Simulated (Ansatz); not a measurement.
# Calculations on AlNH4OCl2

## 1. Relaxation

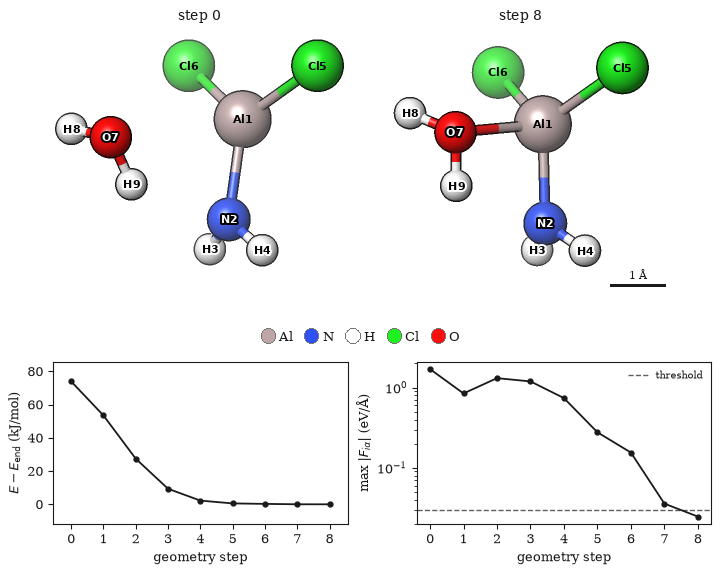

First and last geometry of a relaxation of AlNH4OCl2, with the history of the run. A ball-and-stick model, seen at a tilt.

The run prepares an end point of a later path (reaction) calculation, from a guessed geometry.

All numbers below come from RKS B3LYP/def2-SVP in Ansatz. Set-up: no spin polarisation; force threshold 0.03 eV/Å; at most 50 steps.

Q: Did the run converge, and what did it change?

A: It converged. O7 moves most after the best rigid fit: 0.53 Å. By element the largest moves are O 0.53 Å, Al 0.46 Å, H 0.43 Å, Cl 0.32 Å, N 0.12 Å. Near-neighbour distances that change, for instance: Al1–O7 2.962 → 1.978 Å, Al1–H9 2.737 → 2.201 Å, Al1–N2 1.867 → 1.824 Å, Al1–Cl6 2.101 → 2.134 Å. New bonds form, among them: Al1–O7 (2.96 → 1.98 Å). Among the angles between lasting bonds that change: H8–O7–H9 103.4° → 109.1°, Cl5–Al1–Cl6 122.0° → 118.5°, H3–N2–H4 110.3° → 107.6°. After 8 geometry steps the energy has fallen by 73.9 kJ/mol. The largest force component goes from 1.7 to 0.025 eV/Å. The run took 26 s on 2 threads of Arm Neoverse V2 (shared host), peak memory 0.22 GiB.

```
step  E − E(0), kJ/mol  largest force component, eV/Å
   0              0.00                         1.7014
   1            -20.46                         0.8460
   2            -46.49                         1.3125
   3            -64.59                         1.1953
   4            -71.71                         0.7398
   5            -73.41                         0.2771
   6            -73.69                         0.1547
   7            -73.93                         0.0357
   8            -73.95                         0.0246
```

Limits of the set-up: the start holds two separate molecules, 2.3 Å apart at their closest, whose relative position is a soft coordinate and is computed without a dispersion correction.

## 2. Relaxation

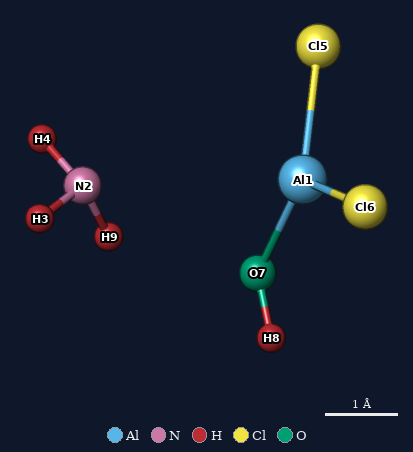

Starting structure of AlNH4OCl2. The picture is a ball-and-stick view, seen face on.

The run prepares an end point of a later path (reaction) calculation, from a guessed geometry.

Method: RKS B3LYP/def2-SVP (Ansatz 0.2.0).

Input file:
```yaml
crystal:
  periodic: [false, false, false]
  atoms:
    - { symbol: Al, position_ang: [-0.24339, 0.500755, -0.559209] }
    - { symbol: "N", position_ang: [-0.068514, 0.038061, 2.499283] }
    - { symbol: H, position_ang: [-0.785018, -0.253744, 3.16222] }
    - { symbol: H, position_ang: [0.840195, -0.038303, 2.95719] }
    - { symbol: Cl, position_ang: [1.732129, 0.033898, -1.075623] }
    - { symbol: Cl, position_ang: [-1.848612, -0.574992, -1.381589] }
    - { symbol: O, position_ang: [-0.530189, 2.002089, 0.29409] }
    - { symbol: H, position_ang: [-1.402216, 2.410989, 0.258133] }
    - { symbol: H, position_ang: [-0.223884, 1.040048, 2.266406] }
basis:
  gaussian: { orbitals: def2-SVP }
hamiltonian:
  xc: b3lyp
relax:
  f_tol: 0.03
  max_steps: 50
output:
  orbitals: {}
```

Launched with:
```bash
ansatz run input.yaml --threads 2 --pin off --max-ram 3072MiB --backend cpu --events-out ev --progress --plain --runs-dir out
```

**What does the optimiser find from here?**

The atom that moves furthest after the best rigid fit is Cl6 (0.94 Å). Largest moves by element: Cl 0.94 Å, H 0.84 Å, Al 0.69 Å, N 0.43 Å, O 0.31 Å. Some distances before and after: Al1–N2 3.098 → 2.013 Å, Al1–Cl5 2.095 → 2.140 Å, Al1–Cl6 2.100 → 2.140 Å, Al1–O7 1.751 → 1.720 Å. New bonds form, among them: Al1–N2 (3.10 → 2.01 Å). Among the angles between lasting bonds that change: Cl5–Al1–Cl6 120.7° → 114.8°, Al1–O7–H8 119.6° → 124.7°, Cl6–Al1–O7 120.3° → 118.3°. Groups turn about Al1–O7 by about 75°. The energy falls by 1.241 eV in 10 geometry steps. The largest force component goes from 1.1 to 0.0043 eV/Å. Cost: 31 s on 2 threads of Arm Neoverse V2, on a shared host, peak memory 0.22 GiB.

The structure at the end:

```xyz
9

Al   -0.3015    0.5432    0.1251
N    -0.1053    0.1297    2.0859
H    -0.7615   -0.5935    2.3917
H     0.8439   -0.1716    2.3207
Cl    1.6700    0.1620   -0.6140
Cl   -1.7816   -0.8728   -0.4927
O    -0.7832    2.1779    0.3579
H    -0.9999    2.7899   -0.3504
H    -0.3104    0.9939    2.5968
```

The end point in the same view:

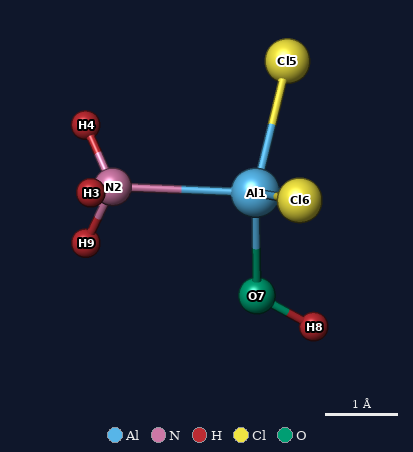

Limits of the set-up: the start holds two separate molecules, 2.2 Å apart at their closest, whose relative position is a soft coordinate and is computed without a dispersion correction.

## 3. Path

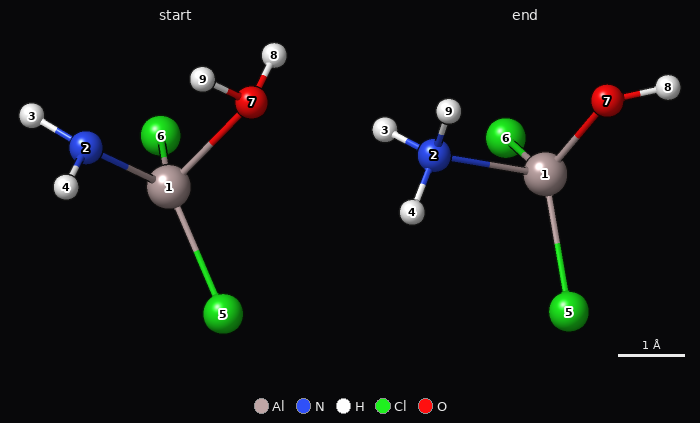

The two relaxed end points of a path for AlNH4OCl2. Style: ball-and-stick. Shown at a tilt.

Theory: RKS B3LYP/def2-SVP in Ansatz.

Run with 7 movable images; climbing image; force threshold 0.03 eV/Å; iteration limit 55.

Start:
```xyz
9

Al   -0.0620    0.1695    0.2743
N    -0.0308   -0.0682    2.0826
H    -0.7118   -0.6889    2.5180
H     0.8588   -0.2029    2.5612
Cl    1.7728    0.1826   -0.7865
Cl   -1.8155   -0.5149   -0.7313
O    -0.5388    2.0587    0.6155
H    -1.4037    2.3681    0.3023
H    -0.5986    1.8549    1.5849
```

End:
```xyz
9

Al   -0.3022    0.5478    0.1249
N    -0.0907    0.1275    2.0827
H    -0.7258   -0.6157    2.3851
H     0.8671   -0.1485    2.3138
Cl    1.6776    0.2267   -0.6202
Cl   -1.7433   -0.9052   -0.4992
O    -0.8291    2.1668    0.3691
H    -1.0643    2.7771   -0.3349
H    -0.3189    0.9824    2.5995
```

Question: What barrier does the band find between them, and by what path?

Answer: The energy climbs by 0.08 eV to image 2 and then falls by 1.06 eV, so the end point sits at −0.98 eV. A hydrogen atom shifts from one atom to another. Breaking: O7–H9 (0.99 → 1.13 at the top → 2.58 Å). Forming: N2–H9 (2.07 → 1.47 at the top → 1.02 Å). The band converged in 12 iterations. The largest component of the band force went from 5.3 to 0.022 eV/Å. The climbing image converged on the top of the path. Its vibrational analysis gives one imaginary mode (768i cm⁻¹), as a transition state must have.

Energies of the converged images:

| image | path (Å) | E (eV) |
| --- | --- | --- |
| 0 | 0.00 | 0.000 |
| 1 | 0.32 | 0.018 |
| 2 | 0.63 | 0.077 |
| 3 | 0.93 | -0.229 |
| 4 | 1.23 | -0.653 |
| 5 | 1.53 | -0.821 |
| 6 | 1.84 | -0.915 |
| 7 | 2.14 | -0.968 |
| 8 | 2.44 | -0.984 |

The geometry at the top of the path:

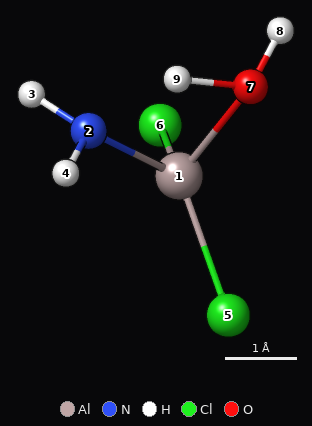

The run took 3.6 min on 2 threads of Arm Neoverse V2, on a shared host, peak memory 0.23 GiB.
